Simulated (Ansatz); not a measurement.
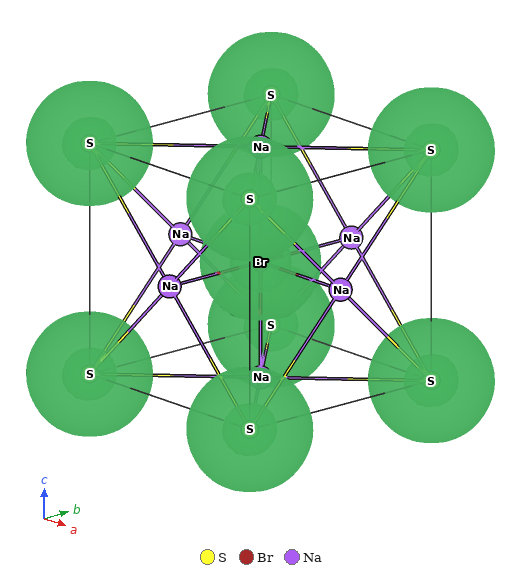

Na₃SBr. Isosurface of the electron localisation function at 0.75 (green), seen at an oblique angle. Only the valence region is drawn (cores and ρ < 0.01 e/Å³ removed). Sticks mark near contacts.

Space group Pm-3m; a generated structure, not necessarily the stable one; changed on purpose from its base cell (volume × 1.000 of the coarse rest volume).

Computed with DFT PBE, scalar-relativistic, plane waves, PAW in Ansatz 0.2.0.

```yaml
crystal:
  lattice:
    - [5.24150, 0.00000, 0.00000]
    - [0.00000, 5.24150, 0.00000]
    - [0.00000, 0.00000, 5.24150]
  atoms:
    - { symbol: S, position: [0.00000, 0.00000, 0.00000] }
    - { symbol: Br, position: [0.50000, 0.50000, 0.50000] }
    - { symbol: Na, position: [0.50000, 0.50000, 0.00000] }
    - { symbol: Na, position: [0.50000, 0.00000, 0.50000] }
    - { symbol: Na, position: [0.00000, 0.50000, 0.50000] }
```

Question: What do the ELF domains correspond to?

Answer: The ELF exceeds this value in one region wrapped around Br (its valence shell) and one region wrapped around S (its valence shell), counted in one cell of 5 atoms. Regions shared between cells count once.

Values along the shortest contacts:
Na–Br (2.62 Å): the ELF is about 0.50 at the midpoint (a largely ionic contact). Na–S (3.71 Å): the ELF is about 0.45 at the midpoint and 0 at its lowest between the atoms; no shared electron pair shows on this line.
